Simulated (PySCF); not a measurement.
## Excited-state calculation of C$_{4}$H$_{13}$BSi

The run: excited-state calculation of C$_{4}$H$_{13}$BSi. Method and program: TDDFT CAM-B3LYP/def2-SVPD, vertical, gas phase, core orbitals frozen in the response (PySCF 2.14.0).

The geometry comes from this level: GFN2-xTB.

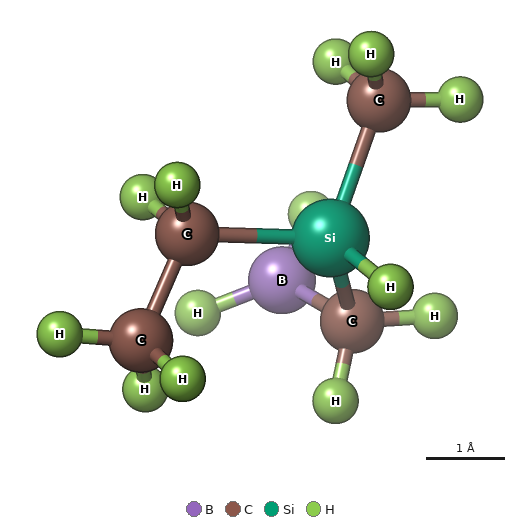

Fig. 1: The input geometry (ball-and-stick view, seen at a tilt).

The input
```
{"job": {"kind": "uv", "xc": "CAM-B3LYP", "basis": "def2-SVPD", "nstates": 8, "ntriplets": 3}, "charge": 0, "multiplicity": 1}
B     -1.423395    -1.773532     0.274842
C     -0.906138    -0.979847    -0.945698
Si    -0.144964     0.684066    -0.337714
C     -1.492688     1.815063     0.384509
C      1.201208     0.392836     0.984028
C      2.356426    -0.474929     0.495286
H     -0.720197    -2.523302     0.837567
H     -2.513211    -1.609538     0.672622
H     -1.686710    -0.708649    -1.654566
H     -0.117786    -1.488954    -1.497461
H      0.461502     1.337881    -1.518252
H     -1.952980     1.371548     1.262633
H     -2.280889     2.001201    -0.338143
H     -1.083388     2.777228     0.676997
H      0.753802    -0.080882     1.860134
H      1.597613     1.352287     1.321278
H      2.836636    -0.023797    -0.369970
H      1.997514    -1.460766     0.211400
H      3.107844    -0.598663     1.273609
```

The first line tells a small driver script what to run in PySCF; the rest is the geometry in Å.

Hardware: 1 CPU thread, shared host.

Launch command:
```bash
OMP_NUM_THREADS=1 python <driver script> task.json out
```

Log
```
coarse grid: 15120 points
cycle   1  E = -474.1385956713  dE =  2.333e-01  |g| = 4.123e-01  |ddm| = 5.741e+00
cycle   2  E = -474.1565989932  dE = -1.800e-02  |g| = 3.323e-01  |ddm| = 9.657e-01
cycle   3  E = -474.1850985015  dE = -2.850e-02  |g| = 2.882e-02  |ddm| = 4.605e-01
cycle   4  E = -474.1853527907  dE = -2.543e-04  |g| = 9.556e-03  |ddm| = 8.434e-02
cycle   5  E = -474.1853789129  dE = -2.612e-05  |g| = 2.399e-03  |ddm| = 2.088e-02
cycle   6  E = -474.1853805393  dE = -1.626e-06  |g| = 5.653e-04  |ddm| = 4.619e-03
final grid: 137808 points
cycle   7  E = -474.2613066634  dE = -3.551e-05  |g| = 3.715e-03  |ddm| = 6.900e-02
cycle   8  E = -474.2613075436  dE = -8.802e-07  |g| = 3.348e-03  |ddm| = 1.190e-02
cycle   9  E = -474.2613104165  dE = -2.873e-06  |g| = 1.134e-04  |ddm| = 4.380e-03
cycle  10  E = -474.2613104214  dE = -4.908e-09  |g| = 6.841e-05  |ddm| = 5.113e-04
cycle  11  E = -474.2613104227  dE = -1.295e-09  |g| = 1.286e-05  |ddm| = 1.202e-04
cycle  12  E = -474.2613104228  dE = -6.753e-11  |g| = 4.598e-06  |ddm| = 3.124e-05
```

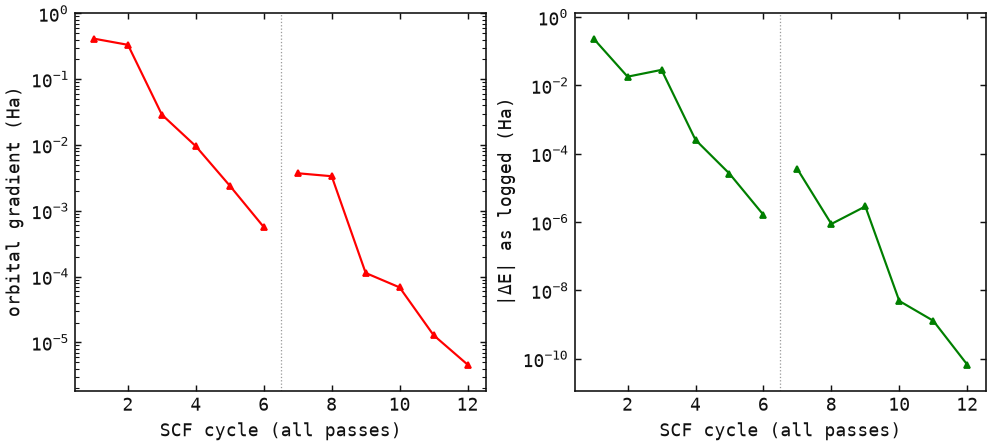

Fig. 2: Convergence of the self-consistent field: orbital gradient and size of the energy change against the SCF cycle. The dotted line marks the change from a coarse to the final integration grid. The first 6 cycles use a coarse grid, the final grid takes over at cycle 7, and the field converges after 12 cycles in all.

```
converged SCF energy = -474.2613104228

Static polarisability (au): isotropic 88.913, principal 81.345 90.969 94.425

Singlet excitations
state   eV       nm        f      main configurations
  1   5.9961    206.8   0.00133   H-3->L 0.75, H-2->L 0.09
  2   6.0246    205.8   0.03507   H-1->L 0.70, H-5->L 0.11
  3   6.5729    188.6   0.01289   H->L 0.88
  4   7.0317    176.3   0.03549   H-2->L 0.61, H-3->L 0.13, H-1->L 0.12
  5   7.7776    159.4   0.07349   H-5->L 0.37, H-4->L 0.26, H-2->L 0.17
  6   8.0659    153.7   0.01091   H->L+1 0.46, H->L+2 0.32, H->L+4 0.10
  7   8.3851    147.9   0.05463   H-1->L+1 0.28, H->L+2 0.25, H->L+1 0.11
  8   8.4382    146.9   0.03851   H-1->L+1 0.40, H->L+2 0.26, H-1->L+3 0.11

Triplet excitations (Tamm-Dancoff, eV): 5.3509 5.3585 6.2566
```

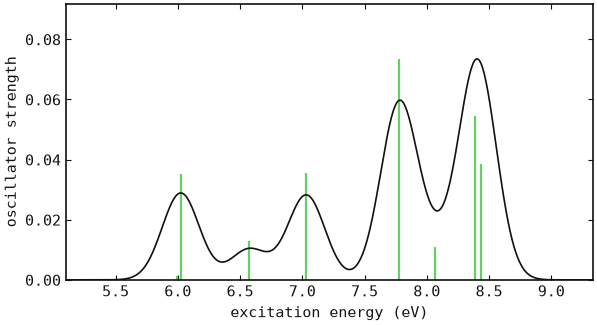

Fig. 3: Computed excitations as sticks (degenerate states added up, dark ones marked on the axis), with a Gaussian envelope of 0.35 eV full width at half maximum, scaled to the tallest. Of the 8 states the lowest lies at 6.00 eV (f = 0.001); the strongest line is at 7.78 eV, or 159 nm (f = 0.073).

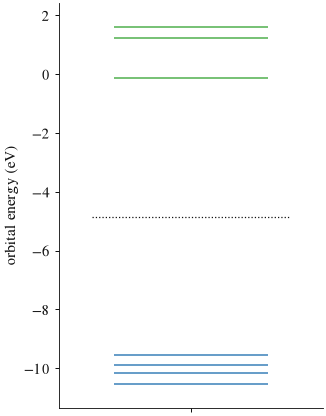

Fig. 4: Orbital energies near the frontier; the dotted line parts filled from empty levels, and levels within 0.02 eV of each other stand side by side. Highest filled −9.56 eV, lowest empty −0.15 eV, 9.41 eV apart.

Results in brief

- outcome: converged
- total energy: −474.261310 hartree
- HOMO: −9.56 eV
- LUMO: −0.15 eV
- dipole moment: 0.66 D
- mean polarisability: 88.91 a.u.
- lowest singlet excitation: 6.00 eV
- wall time: 92 s
- peak memory: 1.1 GiB
